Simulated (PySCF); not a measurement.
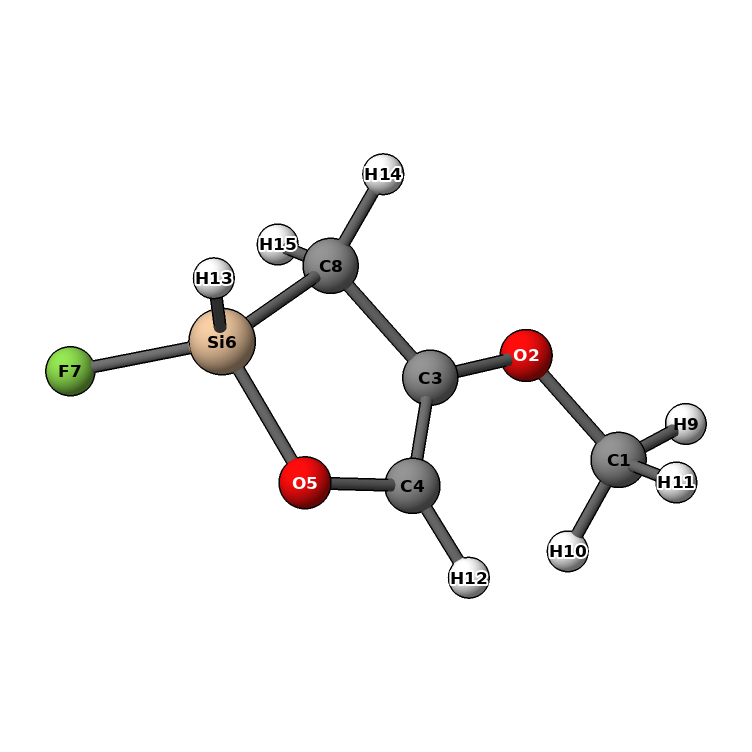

The questions are on isotropic NMR shieldings of the H atoms. Computed geometry: GFN2-xTB optimisation. No frequency run is at hand to confirm it as a minimum. Level of theory: GIAO PBE0/pcSseg-1 NMR shielding, non-relativistic, gas phase (PySCF 2.14.0).

### Which H atom is the most shielded (lowest chemical shift)?

H14 (30.05 ppm).

### Which H atom is the least shielded (highest chemical shift)?

H12 (25.77 ppm).

### How wide is the range of H shifts?

4.28 ppm.

Give the isotropic NMR shieldings of the H atoms atom by atom.

```tsv
atom	σ (ppm)
H9	27.60
H10	28.28
H11	28.29
H12	25.77
H13	26.52
H14	30.05
H15	29.71
```

The geometry is semi-empirical. Around Si such bond lengths and angles can be off by a tenth of an ångström or more and by several degrees, and values that hang on the shape move with them.
